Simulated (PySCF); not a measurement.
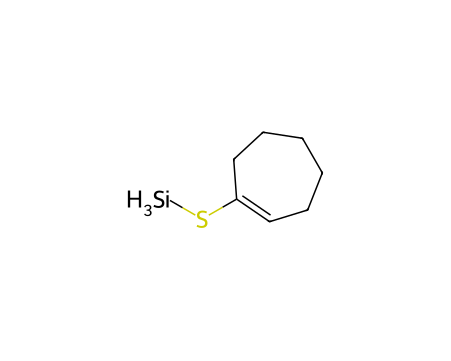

A structural formula.

Transcribe the drawing into SMILES.

Answer. [SiH3]SC1=CCCCCC1

What is the molecular formula?

Answer. C7H14SSi.

An optimisation with PBE0-D3(BJ)/def2-SVP gave a structure of which point group?

Answer. C1. Other conformers may differ.

More results for the same structure follow; atom numbers are the same in all pictures, views and colours differ. The geometry was computed by an optimisation with PBE0-D3(BJ)/def2-SVP. No frequency run is at hand to confirm it as a minimum.

Geometry

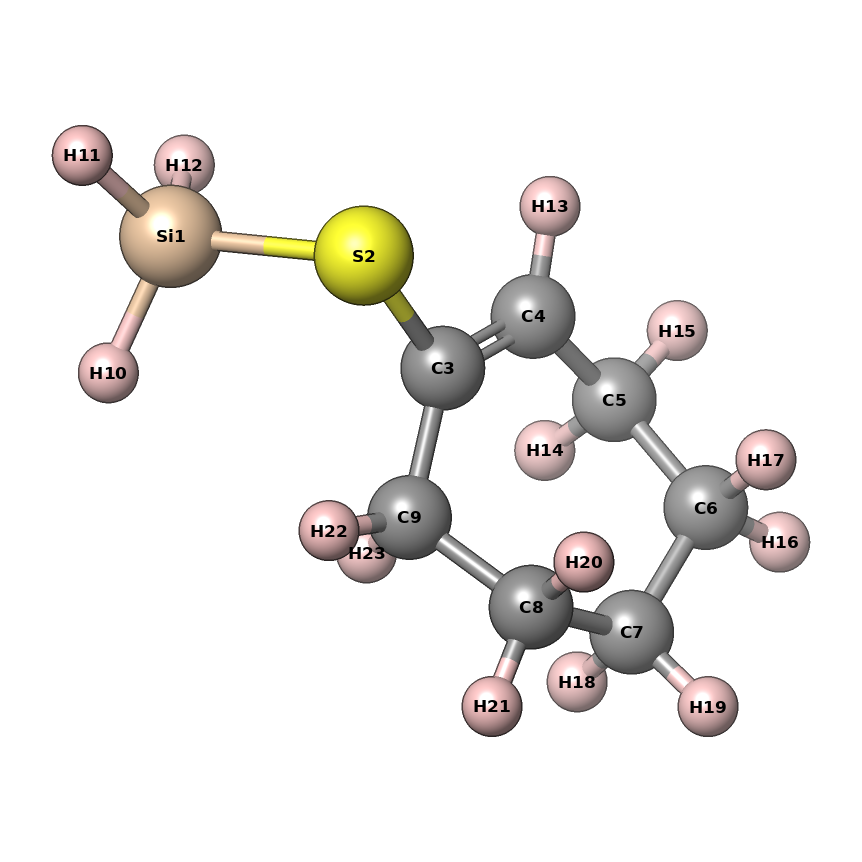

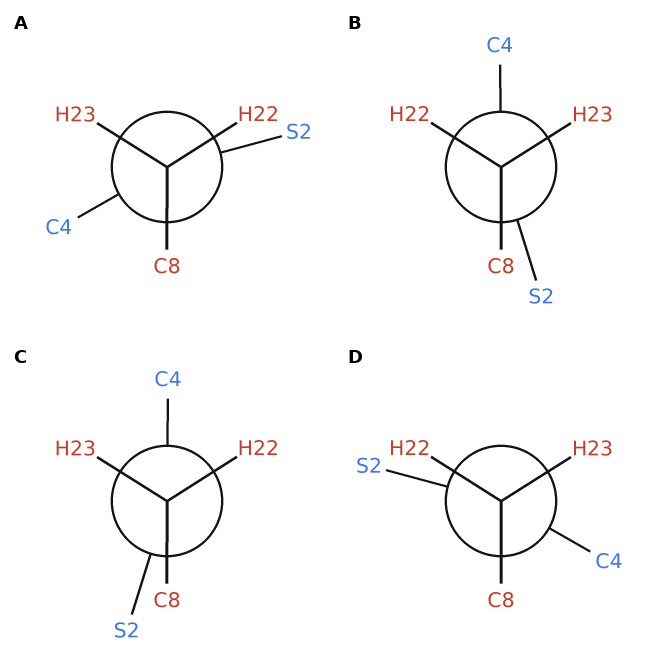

Distant atoms are faded towards the background colour. Bonds that would overlap in a projection are set slightly apart. No frequency run is at hand to confirm it as a minimum.

Which Newman projection shows the view along C9–C3, with C9 in front?

Answer. A. The torsion angle C8–C9–C3–S2 is −115°, anticlinal.

Ring current

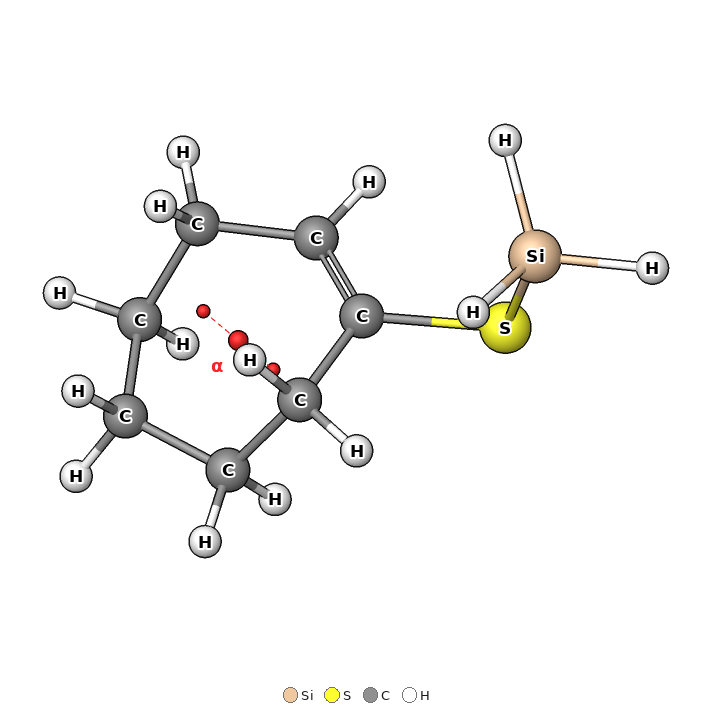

The small points mark where nucleus-independent chemical shifts (NICS) were computed: at the centre of each lettered ring and 1 Å above and below it. No frequency run is at hand to confirm it as a minimum. Method: GIAO PBE0/pcSseg-1 NMR shielding, non-relativistic, IEF-PCM chloroform (PySCF 2.14.0).

Give NICS(0), NICS(1) and the out-of-plane component NICS(1)zz for each ring (means of the two sides).

```json
{"ring": "α", "members": "C7", "NICS(0)": "−0.6", "NICS(1)": "−1.6", "NICS(1)zz": "4.5"}
```

Values in ppm.

What do the values say about the ring currents?

Answer. Ring α: weak, as in a non-aromatic ring. NICS is one index among several.

Quadrupole coupling

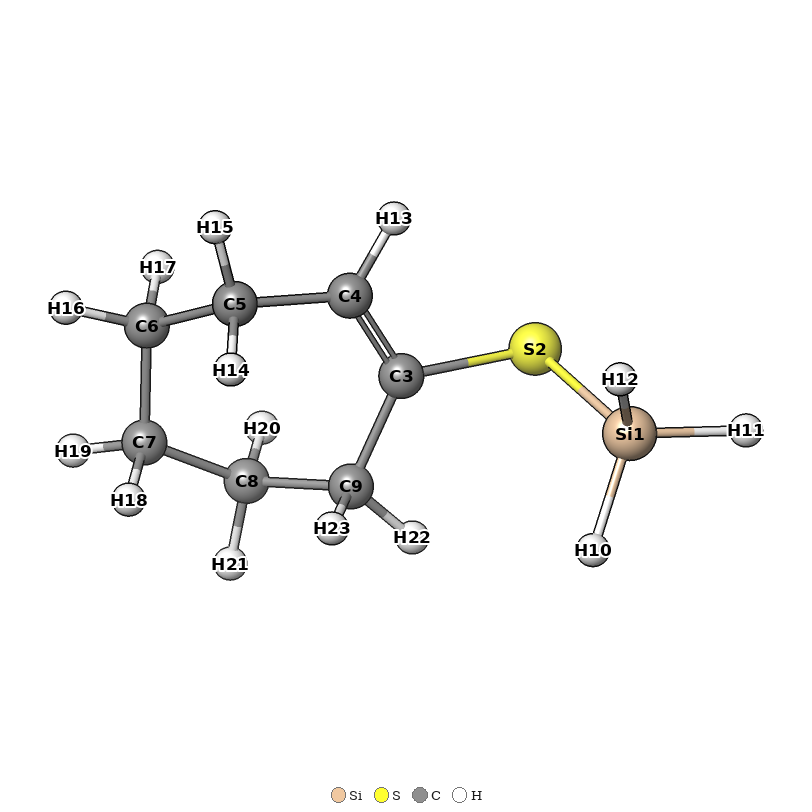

No frequency run is at hand to confirm it as a minimum. Electric field gradients from the ground-state density, PBE0/pcSseg-1 (PySCF 2.14.0), non-relativistic apart from any core potentials.

Give the largest field-gradient component, the quadrupole coupling constant and the asymmetry for 33S at S2 (Q = −67.81 mb).

| atom | V_zz (a.u.) | e²qQ/h (MHz) | η |
| --- | --- | --- | --- |
| S2 | −2.390 | 38.1 | 0.69 |

Dipole moment

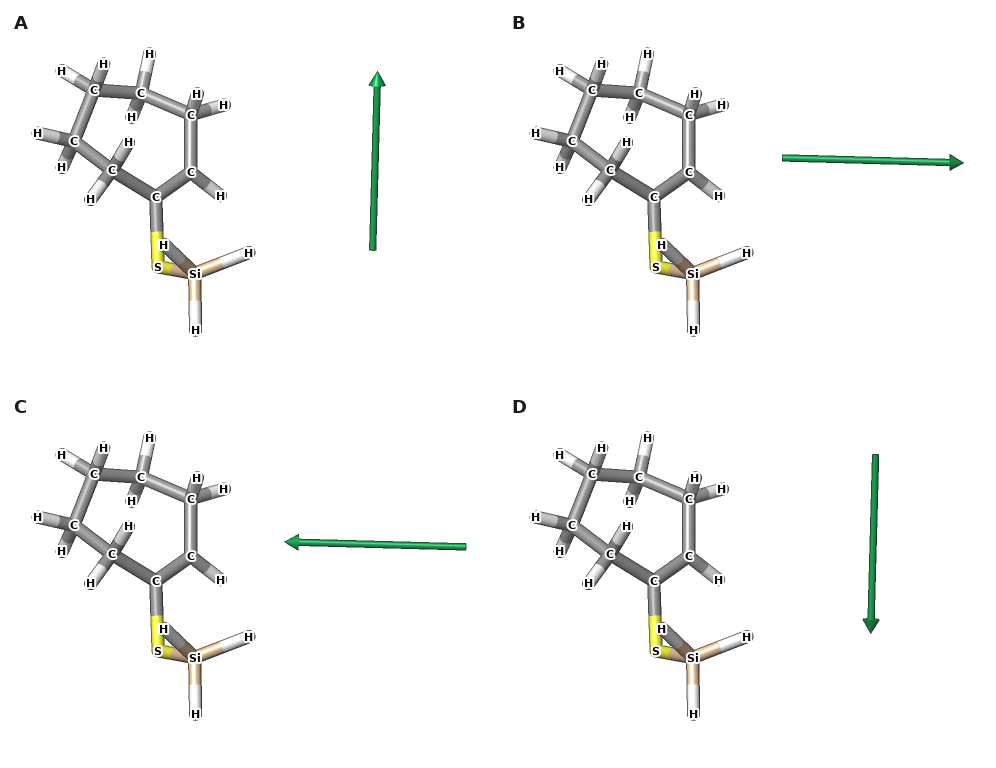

The same molecule four times, each with an arrow. No frequency run is at hand to confirm it as a minimum. Method: PBE0/pcSseg-1, gas phase (PySCF 2.14.0).

Which arrow points along the dipole moment, from the negative to the positive end?

Answer. A. The dipole moment is 1.98 D.
